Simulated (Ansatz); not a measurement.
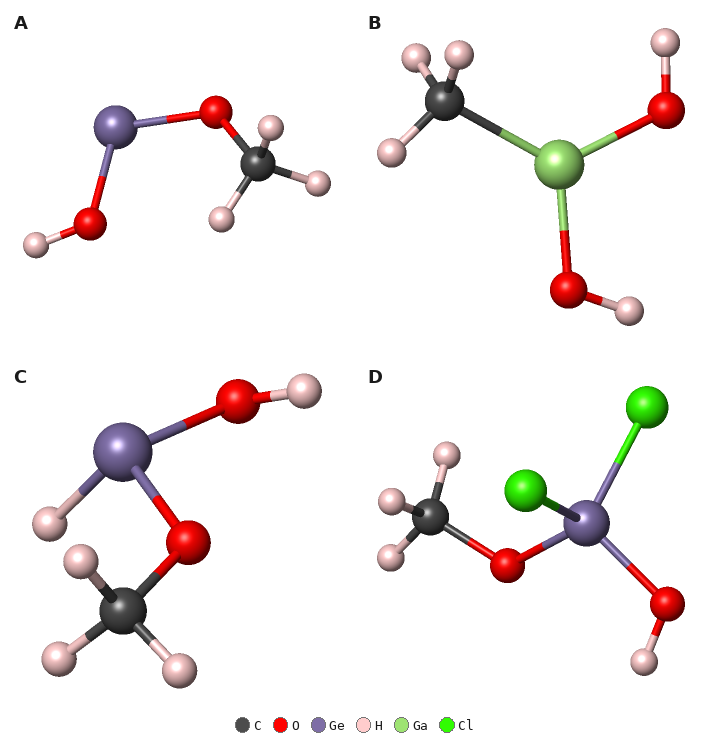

Simulated data, not a measurement (program: Ansatz).

Match each picture to its SMILES.
(1) C[O][Ge]([OH])([Cl])[Cl]
(2) [CH3][Ga]([OH])[OH]
(3) C[O][Ge][OH]
(4) C[O][GeH][OH]

Answer. A is (3), B is (2), C is (4), D is (1).
